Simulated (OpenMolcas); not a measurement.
# O2F (SMILES [O]OF): UHF/pcseg-3 (RICD fitting)

What is the vertical ionisation energy of O2F at UHF/pcseg-3 (RICD fitting)? 

The results are computed with OpenMolcas 26.06.

**1. Starting point**

O2F has 3 atoms, charge 0, and is taken as a doublet. As SMILES, `[O]OF`. The coordinates come from a PBE0-D4/def2-TZVP relaxation.

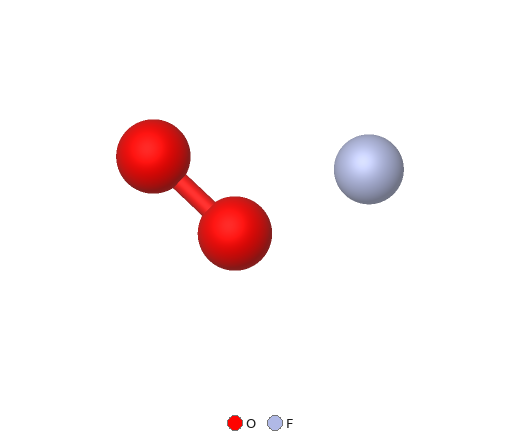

Viewed from a chosen angle; oxygen red, fluorine light blue.

**2. The energy at UHF/pcseg-3 (RICD fitting)**

mol.xyz reads:

```xyz
3

O      0.933400    -0.295440     0.482240
O      0.133270     0.497870     0.127930
F     -1.066650    -0.202430    -0.610160
```

job.inp reads:

```
&GATEWAY
BASLIB = $CurrDir
COORD = mol.xyz
BASIS = pcseg-3
GROUP = NoSym
RICD
&SEWARD
&SCF
UHF
SPIN = 2
PRORBITALS = 0
```

The basis set pcseg-3 is read from a file made from the Basis Set Exchange's data (not shown).

On the command line:

```console
$ export MOLCAS_MEM=1860
$ pymolcas job.inp > job.log
```

What it wrote:

```text
--- Start Module: gateway ---
[...]
--- Stop Module: gateway /rc=_RC_ALL_IS_WELL_ ---
[...]
--- Start Module: seward ---
[...]
      Basis functions          180
--- Stop Module: seward /rc=_RC_ALL_IS_WELL_ ---
[...]
--- Start Module: scf ---
[...]
       Convergence after  38 Iterations
[...]
::    Total SCF energy                               -249.0473758953
[...]
      Total spin, S                                     0.7978758225
[...]
      Total electronic charge=   25.000000
      Total            charge=   -0.000000
[...]
      Dipole Moment (debye):
      Origin of the operator (angstrom)=   -0.0628   -0.0119   -0.0359
                   X=  3.9827E-01               Y=  2.4368E-01               Z=  2.4621E-01           Total=  5.2784E-01
      Quadrupole Moment (debye*angstrom):
[...]
--- Stop Module: scf /rc=_RC_ALL_IS_WELL_ ---
[...]
```

It took 58 s on 1 thread of Arm Neoverse V2, shared host; peak memory 0.24 GiB.

**3. The singlet cation**

mol.xyz is that of step 2.

job.inp reads:

```
&gateway
  baslib = $CurrDir
  coord = mol.xyz
  basis = pcseg-3
  group = NoSym
  ricd

&seward

&scf
  charge = 1
  prorbitals = 0
```

The basis set pcseg-3 is read from a file made from the Basis Set Exchange's data (not shown).

On the command line:

```console
$ export MOLCAS_MEM=1860
$ pymolcas job.inp > job.log
```

What it wrote:

```text
--- Start Module: gateway ---
[...]
--- Stop Module: gateway /rc=_RC_ALL_IS_WELL_ ---
[...]
--- Start Module: seward ---
[...]
      Basis functions          180
--- Stop Module: seward /rc=_RC_ALL_IS_WELL_ ---
[...]
--- Start Module: scf ---
[...]
       Convergence after  21 Iterations
[...]
::    Total SCF energy                               -248.5258670556
[...]
      Total spin, S                                     0.0000000000
[...]
      Total electronic charge=   24.000000
      Total            charge=    1.000000
[...]
      Dipole Moment (debye):
      Origin of the operator (angstrom)=   -0.0628   -0.0119   -0.0359
                   X=  1.5510E+00               Y=  1.9049E-01               Z=  8.7586E-01           Total=  1.7914E+00
      Center of Charge (angstrom)
[...]
--- Stop Module: scf /rc=_RC_ALL_IS_WELL_ ---
[...]
```

Run time: 33 s. Hardware: 1 thread of Arm Neoverse V2, shared host; peak memory 0.24 GiB.

**4. Summary of results**

At UHF/pcseg-3 (RICD fitting):

| quantity | value |
| --- | --- |
| doublet O2F: total energy | -249.04738 Eh |
| doublet O2F: dipole moment | 0.53 D |
| doublet O2F: HOMO energy (highest over α and β) | -15.05 eV |
| doublet O2F: LUMO energy (lowest over α and β) | 2.45 eV |
| doublet O2F: ⟨S²⟩ | 1.434 |
| singlet cation: total energy | -248.52587 Eh |
| singlet cation: HOMO energy | -24.80 eV |
| singlet cation: LUMO energy | -10.35 eV |
| singlet cation: HOMO–LUMO gap | 14.45 eV |
| vertical ionisation energy (to the singlet cation) | 14.191 eV |

In words: Removing an electron at fixed nuclei costs 14.19 eV (327 kcal/mol). Only the singlet of the ionised species was computed; a triplet could lie lower. ⟨S²⟩ (doublet O2F) is 1.43 where a pure doublet has 0.75: the reference is spin-contaminated. Mulliken charges (singlet cation) run from +0.12 on F3 to +0.46 on O1; they depend strongly on the basis.
